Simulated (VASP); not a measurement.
# CrO2: cell size against the level of theory, part 5 of 9

Aim: relax CrO2 at several levels and hold each cell against experiment. The start is a cell from a database of measured crystal structures.

VASP 6.6.1, plane waves and PAW; the level of theory is named at each step.

So far. Step 5 (Magnetic order: antiferromagnetic, q = (1/2, 1/2, 1/2)): The energy lies +39.2 meV an atom from the first pattern. The run ends antiferromagnetic with a largest moment of 2.08 μB, and the mesh shows a gap of 0.26 eV.

### Step 6. Magnetic order: antiferromagnetic, q = (1/2, 1/2, 0)

Level of this step: LDA, DFT+U (Cr d 4 eV), spin-polarised from an antiferromagnetic start; plane waves and PAW (Cr_pv, O) (VASP).

Next, a pattern with opposite moments, which needs a doubled cell; q is given in the reciprocal vectors of the primitive cell.

File INCAR:

```
SYSTEM = CrO2
PREC = Accurate
ENCUT = 520
EDIFF = 1E-06
NELM = 100
ISMEAR = -1
SIGMA = 0.05
LREAL = .FALSE.
ALGO = Normal
GGA = CA
NBANDS = 66
ISPIN = 2
MAGMOM = 3 -3 3 -3 0 0 0 0 0 0 0 0
LDAU = .TRUE.
LDAUTYPE = 2
LDAUL = 2 -1
LDAUU = 4 0
LDAUJ = 0 0
LDAUPRINT = 1
LASPH = .TRUE.
LMAXMIX = 4
LORBIT = 11
LWAVE = .FALSE.
LCHARG = .FALSE.
KPAR = 8
ISIF = 2
```

File POSCAR:

```
CrO2
1.0
    8.8420000000      0.0000000000      0.0000000000
    4.4210000000      4.4210000000      0.0000000000
    0.0000000000      0.0000000000      2.9170000000
Cr O
4 8
Direct
    0.0000000000      0.0000000000      0.0000000000
    0.5000000000      0.0000000000      0.0000000000
    0.0000000000      0.5000000000      0.5000000000
    0.5000000000      0.5000000000      0.5000000000
    0.0000000000      0.3010000000      0.0000000000
    0.5000000000      0.3010000000      0.0000000000
    0.6990000000      0.8010000000      0.5000000000
    0.1990000000      0.8010000000      0.5000000000
    0.0000000000      0.6990000000      0.0000000000
    0.5000000000      0.6990000000      0.0000000000
    0.3010000000      0.1990000000      0.5000000000
    0.8010000000      0.1990000000      0.5000000000
```

File KPOINTS:

```
Automatic mesh
0
Gamma
5 5 8
0 0 0
```

PAW data sets: Cr_pv and O (PBE family, release 64).

On the command line:

```console
$ mpirun -np 8 vasp_std
```

Output:

```text
[... set-up lines as in an earlier step ...]
 entering main loop
       N       E                     dE             d eps       ncg     rms          rms(c)
DAV:   1     0.132300639356E+04    0.13230E+04   -0.50770E+04 11880   0.165E+03
DAV:   2     0.261654298945E+02   -0.12968E+04   -0.11844E+04 12556   0.511E+02
DAV:   3    -0.121112559032E+03   -0.14728E+03   -0.14163E+03 12894   0.183E+02
DAV:   4    -0.125789659101E+03   -0.46771E+01   -0.46265E+01 13306   0.317E+01
DAV:   5    -0.125904704261E+03   -0.11505E+00   -0.11494E+00 16470   0.455E+00    0.604E+01
DAV:   6    -0.107649305876E+03    0.18255E+02   -0.17222E+02 14418   0.935E+01    0.464E+01
DAV:   7    -0.997922485935E+02    0.78571E+01   -0.57995E+01 12872   0.822E+01    0.266E+01
DAV:   8    -0.982467650817E+02    0.15455E+01   -0.96197E+00 12852   0.196E+01    0.139E+01
DAV:   9    -0.973385682899E+02    0.90820E+00   -0.24812E+00 14100   0.155E+01    0.730E+00
DAV:  10    -0.973919896563E+02   -0.53421E-01   -0.64604E-01 14900   0.690E+00    0.427E+00
DAV:  11    -0.974112250992E+02   -0.19235E-01   -0.16644E-01 14180   0.368E+00    0.243E+00
DAV:  12    -0.974262354110E+02   -0.15010E-01   -0.29496E-02 14508   0.149E+00    0.133E+00
DAV:  13    -0.974311478552E+02   -0.49124E-02   -0.56799E-03 14316   0.627E-01    0.505E-01
DAV:  14    -0.974324808403E+02   -0.13330E-02   -0.20497E-03 13770   0.502E-01    0.259E-01
DAV:  15    -0.974325997049E+02   -0.11886E-03   -0.71619E-04 13990   0.239E-01    0.133E-01
DAV:  16    -0.974327885313E+02   -0.18883E-03   -0.28549E-04 14934   0.114E-01    0.579E-02
DAV:  17    -0.974328352825E+02   -0.46751E-04   -0.72339E-05 14216   0.535E-02    0.308E-02
DAV:  18    -0.974328407141E+02   -0.54316E-05   -0.11384E-05 13478   0.249E-02    0.148E-02
DAV:  19    -0.974328404483E+02    0.26577E-06   -0.41045E-06 11184   0.131E-02
   1 F= -.97432840E+02 E0= -.97431954E+02  d E =-.177311E-02  mag=     0.0000
```

It took 95 s on 8 MPI ranks of Intel Xeon 6975P-C (Granite Rapids), shared host; peak memory 4.5 GiB.

Parts of OUTCAR (step 6):

```text
   k-points           NKPTS =     45   k-points in BZ     NKDIM =     45   number of bands    NBANDS=     66

   ENCUT  =  520.0 eV  38.22 Ry    6.18 a.u.  16.44 11.63  5.42*2*pi/ulx,y,z

   NELECT =      96.0000    total number of electrons

atom =   1  type =  1  l = 2

 onsite density matrix

spin component  1

  0.6086 -0.0000  0.2486  0.0000  0.0000
 -0.0000  0.6669 -0.0000  0.2781 -0.0000
  0.2486 -0.0000  0.7767  0.0000 -0.0000
  0.0000  0.2781  0.0000  0.6669 -0.0000
  0.0000 -0.0000 -0.0000 -0.0000  0.3654

spin component  2

  0.2574  0.0000 -0.1138 -0.0000 -0.0000
  0.0000  0.2073  0.0000 -0.1125  0.0000
 -0.1138  0.0000  0.1387 -0.0000  0.0000
 -0.0000 -0.1125 -0.0000  0.2073 -0.0000
 -0.0000  0.0000  0.0000 -0.0000  0.1277

 occupancies and eigenvectors

  o =  0.0697  v =  0.0000  0.0000  0.0000  0.0000  0.0000 -0.5186  0.0000 -0.8550 -0.0000  0.0000      0.0000  0.0000  0.0000  0.0000  0.0000  0.0000  0.0000  0.0000  0.0000  0.0000
  o =  0.0948  v =  0.0000  0.0000  0.0000  0.0000  0.0000  0.0000 -0.7071  0.0000 -0.7071  0.0000      0.0000  0.0000  0.0000  0.0000  0.0000  0.0000  0.0000  0.0000  0.0000  0.0000
  o =  0.1277  v =  0.0000  0.0000  0.0000  0.0000  0.0000 -0.0000 -0.0000 -0.0000 -0.0000 -1.0000      0.0000  0.0000  0.0000  0.0000  0.0000  0.0000  0.0000  0.0000  0.0000  0.0000
  o =  0.3198  v =  0.0000  0.0000  0.0000  0.0000  0.0000  0.0000 -0.7071 -0.0000  0.7071  0.0000      0.0000  0.0000  0.0000  0.0000  0.0000  0.0000  0.0000  0.0000  0.0000  0.0000
  o =  0.3264  v =  0.0000  0.0000  0.0000  0.0000  0.0000 -0.8550  0.0000  0.5186  0.0000  0.0000      0.0000  0.0000  0.0000  0.0000  0.0000  0.0000  0.0000  0.0000  0.0000  0.0000
  o =  0.3654  v = -0.0000 -0.0000  0.0000  0.0000  1.0000  0.0000  0.0000  0.0000  0.0000  0.0000      0.0000  0.0000  0.0000  0.0000  0.0000  0.0000  0.0000  0.0000  0.0000  0.0000
  o =  0.3888  v =  0.0000 -0.7071 -0.0000  0.7071 -0.0000  0.0000  0.0000  0.0000  0.0000  0.0000      0.0000  0.0000  0.0000  0.0000  0.0000  0.0000  0.0000  0.0000  0.0000  0.0000
  o =  0.4302  v =  0.8125  0.0000 -0.5830 -0.0000  0.0000  0.0000  0.0000  0.0000  0.0000  0.0000      0.0000  0.0000  0.0000  0.0000  0.0000  0.0000  0.0000  0.0000  0.0000  0.0000
  o =  0.9450  v =  0.0000  0.7071 -0.0000  0.7071  0.0000  0.0000  0.0000  0.0000  0.0000  0.0000      0.0000  0.0000  0.0000  0.0000  0.0000  0.0000  0.0000  0.0000  0.0000  0.0000
  o =  0.9551  v =  0.5830 -0.0000  0.8125  0.0000 -0.0000  0.0000  0.0000  0.0000  0.0000  0.0000      0.0000  0.0000  0.0000  0.0000  0.0000  0.0000  0.0000  0.0000  0.0000  0.0000

atom =   2  type =  1  l = 2

 onsite density matrix

spin component  1

  0.2574  0.0000 -0.1138 -0.0000  0.0000
  0.0000  0.2073  0.0000 -0.1125  0.0000
 -0.1138  0.0000  0.1387  0.0000  0.0000
 -0.0000 -0.1125  0.0000  0.2073  0.0000
  0.0000  0.0000  0.0000  0.0000  0.1277

spin component  2

  0.6086  0.0000  0.2486  0.0000  0.0000
  0.0000  0.6669 -0.0000  0.2781 -0.0000
  0.2486 -0.0000  0.7767  0.0000 -0.0000
  0.0000  0.2781  0.0000  0.6669 -0.0000
  0.0000 -0.0000 -0.0000 -0.0000  0.3654

 occupancies and eigenvectors

  o =  0.0697  v = -0.5186 -0.0000 -0.8550 -0.0000  0.0000  0.0000  0.0000  0.0000  0.0000  0.0000      0.0000  0.0000  0.0000  0.0000  0.0000  0.0000  0.0000  0.0000  0.0000  0.0000
  o =  0.0948  v =  0.0000 -0.7071  0.0000 -0.7071 -0.0000  0.0000  0.0000  0.0000  0.0000  0.0000      0.0000  0.0000  0.0000  0.0000  0.0000  0.0000  0.0000  0.0000  0.0000  0.0000
  o =  0.1277  v = -0.0000  0.0000 -0.0000 -0.0000 -1.0000  0.0000  0.0000  0.0000  0.0000  0.0000      0.0000  0.0000  0.0000  0.0000  0.0000  0.0000  0.0000  0.0000  0.0000  0.0000
  o =  0.3198  v =  0.0000 -0.7071 -0.0000  0.7071 -0.0000  0.0000  0.0000  0.0000  0.0000  0.0000      0.0000  0.0000  0.0000  0.0000  0.0000  0.0000  0.0000  0.0000  0.0000  0.0000
[...]
o =  0.2853  v =  0.0000  0.0000  0.0000  0.0000  0.0000  0.0000 -0.0000  0.0000  0.0000 -1.0000      0.0000  0.0000  0.0000  0.0000  0.0000  0.0000  0.0000  0.0000  0.0000  0.0000
  o =  0.3157  v =  0.0000 -0.7071 -0.0000 -0.7071 -0.0000  0.0000  0.0000  0.0000  0.0000  0.0000      0.0000  0.0000  0.0000  0.0000  0.0000  0.0000  0.0000  0.0000  0.0000  0.0000
  o =  0.3431  v = -0.8501 -0.0000 -0.5267 -0.0000 -0.0000  0.0000  0.0000  0.0000  0.0000  0.0000      0.0000  0.0000  0.0000  0.0000  0.0000  0.0000  0.0000  0.0000  0.0000  0.0000
  o =  0.4077  v =  0.0000  0.0000  0.0000  0.0000  0.0000  0.0000 -0.7071  0.0000 -0.7071  0.0000      0.0000  0.0000  0.0000  0.0000  0.0000  0.0000  0.0000  0.0000  0.0000  0.0000
  o =  0.4357  v =  0.0000  0.0000  0.0000  0.0000  0.0000 -0.8160 -0.0000 -0.5780 -0.0000 -0.0000      0.0000  0.0000  0.0000  0.0000  0.0000  0.0000  0.0000  0.0000  0.0000  0.0000
  o =  0.9222  v =  0.0000  0.0000  0.0000  0.0000  0.0000  0.0000 -0.7071 -0.0000  0.7071  0.0000      0.0000  0.0000  0.0000  0.0000  0.0000  0.0000  0.0000  0.0000  0.0000  0.0000
  o =  0.9519  v =  0.0000  0.0000  0.0000  0.0000  0.0000 -0.5780  0.0000  0.8160  0.0000  0.0000      0.0000  0.0000  0.0000  0.0000  0.0000  0.0000  0.0000  0.0000  0.0000  0.0000

 E-fermi :   4.9785

 spin component 1
 k-point     1 :       0.0000    0.0000    0.0000
  band No.  band energies     occupation
    ...
     44       3.2428      1.00000
     45       3.7820      1.00000
     46       4.1722      1.00000
     47       4.1884      1.00000
     48       4.7147      0.99491
     49       5.2829      0.00226
     50       6.3134      0.00000
     51       6.6532      0.00000
     52       6.9240      0.00000
     53       7.1356      0.00000
    ...

 k-point     2 :       0.2000    0.0000    0.0000
  band No.  band energies     occupation
    ...
     44       3.4368      1.00000
     45       3.7829      1.00000
     46       3.8916      1.00000
     47       3.9792      1.00000
     48       4.6291      0.99908
     49       5.4637      0.00006
     50       6.6307      0.00000
     51       6.7121      0.00000
     52       6.9639      0.00000
     53       7.4020      0.00000
    ...

  Total       -4.5810362     -4.5810362     -2.1229078     -0.2020352      0.0000000      0.0000000
  in kB      -64.3675309    -64.3675309    -29.8286949     -2.8387699      0.0000000      0.0000000
  external PRESSURE =     -52.8545855 kB  Pullay stress =       0.0000000 kB

 POSITION                                       TOTAL-FORCE (eV/Angst)
 -----------------------------------------------------------------------------------
      0.00000      0.00000      0.00000        -0.000000      0.000000     -0.000000
      4.42100      0.00000      0.00000        -0.000000      0.000000      0.000000
      2.21050      2.21050      1.45850        -0.000000      0.000000     -0.000000
      6.63150      2.21050      1.45850        -0.000000      0.000000      0.000000
      1.33072      1.33072      0.00000        -0.026150     -0.026150     -0.000000
      5.75172      1.33072      0.00000        -0.026150     -0.026150      0.000000
      9.72178      3.54122      1.45850         0.259696     -0.259696     -0.000000
      5.30078      3.54122      1.45850         0.259696     -0.259696     -0.000000
      3.09028      3.09028      0.00000         0.026150      0.026150     -0.000000
      7.51128      3.09028      0.00000         0.026150      0.026150     -0.000000
      3.54122      0.87978      1.45850        -0.259696      0.259696     -0.000000
      7.96222      0.87978      1.45850        -0.259696      0.259696     -0.000000
 -----------------------------------------------------------------------------------
    total drift:                               -0.000000     -0.000000      0.000000

  FREE ENERGIE OF THE ION-ELECTRON SYSTEM (eV)
  ---------------------------------------------------
  free  energy   TOTEN  =       -97.4328404483 eV

  energy  without entropy=      -97.4310673341  energy(sigma->0) =      -97.43195389

 magnetization (x)
# of ion       s       p       d       tot
------------------------------------------
    1        0.015   0.021   2.143   2.179
    2       -0.015  -0.021  -2.143  -2.179
    3        0.018   0.021   1.997   2.036
    4       -0.018  -0.021  -1.997  -2.036
    5       -0.004  -0.086   0.000  -0.090
    6        0.004   0.086   0.000   0.090
    7        0.000  -0.023   0.000  -0.023
    8       -0.000   0.023   0.000   0.023
    9       -0.004  -0.086   0.000  -0.090
   10        0.004   0.086   0.000   0.090
   11        0.000  -0.023   0.000  -0.023
   12       -0.000   0.023   0.000   0.023
--------------------------------------------------
tot          0.000   0.000   0.000   0.000

[... 2 parts as in an earlier step ...]

[... 13 further parts left out ...]
```

Numbers from this step:

| Property | Result |
| --- | --- |
| irreducible k-points | 45 |
| free energy (TOTEN) | -97.4328 eV |
| energy at zero smearing | -97.4320 eV |
| Fermi energy | 4.979 eV |
| pressure | -5.285 GPa |
| valence top at k | 0.4, 0, 0.5 |
| conduction bottom at k | 0.4, 0, 0.375 |
| least direct gap at k | 0.4, 0, 0.375 |
| gap on the k-mesh | 0.3262 eV |
| least direct gap on the k-mesh | 0.5081 eV |

Spin moment in the PAW sphere by atom:

| atom | spin moment in the PAW sphere (μB) |
| --- | --- |
| Cr1 | 2.18 |
| Cr2 | -2.18 |
| Cr3 | 2.04 |
| Cr4 | -2.04 |
| O5 | -0.09 |
| O6 | 0.09 |
| O7 | -0.02 |
| O8 | 0.02 |
| O9 | -0.09 |
| O10 | 0.09 |
| O11 | -0.02 |
| O12 | 0.02 |

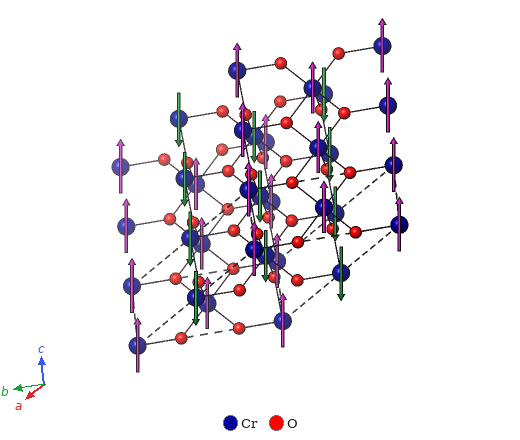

Spin moment in the PAW sphere as arrows, the longest 2.18 μB. Up and down stand for the sign. Arrows give size and sign along the axis of quantisation, drawn up and down the page. The two directions have two colours. 1×1×3 cells are drawn. Some periodic images of atoms are drawn too.

Force by atom:

| atom | x (eV/Å) | y (eV/Å) | z (eV/Å) | size |
| --- | --- | --- | --- | --- |
| Cr1 | 0.000 | 0.000 | 0.000 | 0.000 |
| Cr2 | 0.000 | 0.000 | 0.000 | 0.000 |
| Cr3 | 0.000 | 0.000 | 0.000 | 0.000 |
| Cr4 | 0.000 | 0.000 | 0.000 | 0.000 |
| O5 | -0.026 | -0.026 | 0.000 | 0.037 |
| O6 | -0.026 | -0.026 | 0.000 | 0.037 |
| O7 | 0.260 | -0.260 | 0.000 | 0.367 |
| O8 | 0.260 | -0.260 | 0.000 | 0.367 |
| O9 | 0.026 | 0.026 | 0.000 | 0.037 |
| O10 | 0.026 | 0.026 | 0.000 | 0.037 |
| O11 | -0.260 | 0.260 | 0.000 | 0.367 |
| O12 | -0.260 | 0.260 | 0.000 | 0.367 |

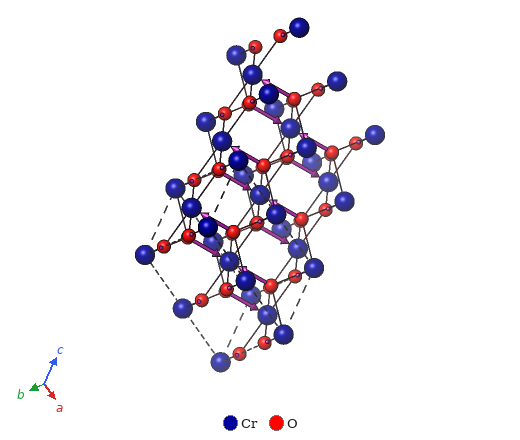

Force as arrows, the longest 0.367 eV/Å. 1×1×3 cells are drawn. Some periodic images of atoms are drawn too.

The energy lies +38.6 meV an atom from the first pattern. The run ends antiferromagnetic with a largest moment of 2.18 μB, and the mesh shows a gap of 0.33 eV.

### Step 7. The orders side by side

This step: collinear orders at LDA, DFT+U (Cr d 4 eV); plane waves and PAW (VASP 6.6.1).

No new run; the numbers come from the runs before.

Patterns, by row:

| start | atoms | energy less that of the first (meV/atom) | largest site moment (μB) | end state |
| --- | --- | --- | --- | --- |
| ferromagnetic | 6 | 0 | 2.32 | ferromagnetic |
| antiferromagnetic within the cell | 6 | 57.4 | 2.01 | antiferromagnetic |
| antiferromagnetic, q = (0, 0, 1/2) | 12 | 42.6 | 2.07 | antiferromagnetic |
| antiferromagnetic, q = (1/2, 1/2, 1/2) | 12 | 39.2 | 2.08 | antiferromagnetic |
| antiferromagnetic, q = (1/2, 1/2, 0) | 12 | 38.6 | 2.18 | antiferromagnetic |

The session goes on in the lowest magnetic state found: ferromagnetic. The next one lies 38.6 meV an atom higher. The search used LDA + U; the runs below name their own level.

(Continued in part 6 of 9.)

[Lines on the potential files, build, host, timing and source positions are cut from VASP's logs without a mark.]

[Logs are printed without paths, hosts, clocks, repeated set-up lines and the standing remarks that a program may print on its own settings, such as how far it seeks lower states.]

[Hosts, paths, dates, database ids (printed as entryN), source tags and the programs' standing remarks are cut or masked in the printed files.]

[A measured line is paired with the nearest computed mode of its activity, which favours agreement.]

[In band tables of VASP the shares of atoms and orbitals are scaled to a sum of 1 inside the atoms' spheres.]
